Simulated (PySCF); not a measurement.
Consider C₆H₁₂F₂OSi.

Input

```
{"job": {"kind": "nmr", "xc": "PBE0", "basis": "pcSseg-1"}, "charge": 0, "multiplicity": 1}
C      3.732090     0.661340     0.091355
O      2.367350     0.398841     0.242246
Si     1.415983    -0.536920    -0.662673
C     -0.249649    -0.480418     0.270466
F     -0.069236    -1.171318     1.479990
C     -0.780704     0.912980     0.616086
C     -2.288236     0.723141     0.744814
C     -2.605620    -0.237956    -0.398084
F     -3.761962    -0.949050    -0.157012
C     -1.390536    -1.170929    -0.485471
H      3.934696     1.106413    -0.885079
H      4.029513     1.357165     0.876009
H      4.313779    -0.257795     0.182374
H      1.233972     0.019336    -2.009310
H      1.883973    -1.919693    -0.752333
H     -0.319632     1.283639     1.529022
H     -0.551614     1.601617    -0.198143
H     -2.848327     1.653960     0.678149
H     -2.528880     0.230236     1.688096
H     -2.778410     0.295059    -1.341048
H     -1.120198    -1.385709    -1.517199
H     -1.628762    -2.114553     0.006897
```

Command:

```sh
OMP_NUM_THREADS=1 python probes_run.py task.json out
```

Geometry: GFN2-xTB.

The calculation used PBE0/pcSseg-1, SCF density, gas phase, non-relativistic in PySCF 2.14.0.

**Predict the electron density and electron localisation function between the atoms.**

C–O (1.40 Å): ρ is about 2.1 e/Å³ halfway, with its minimum of 1.8 e/Å³ about 0.5 Å from C; the ELF peaks at about 0.90 between the atoms: a polar covalent bond.
C–C (1.53 Å): ρ is about 1.7 e/Å³ halfway; the ELF peaks at about 0.95 between the atoms, as expected for a covalent bond.
Si–O (1.61 Å): ρ at the midpoint is about 1.2 e/Å³; the ELF peaks at about 0.85 between the atoms, as expected for a polar covalent bond.
C–Si (1.91 Å): the density is about 0.97 e/Å³ at the midpoint; the ELF peaks at about 1 between the atoms, as expected for a shared electron pair.

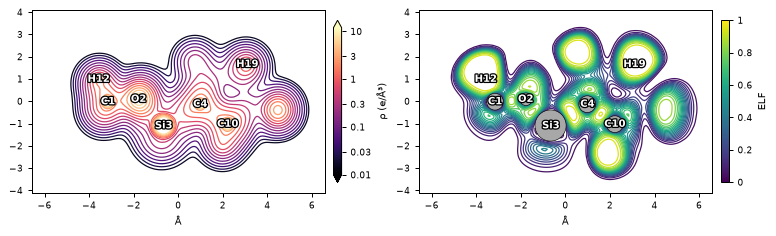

Computed electron density and electron localisation function on the plane of atoms C1, O2 and Si3, in this order. Grey discs cover the atomic cores in the ELF map. 
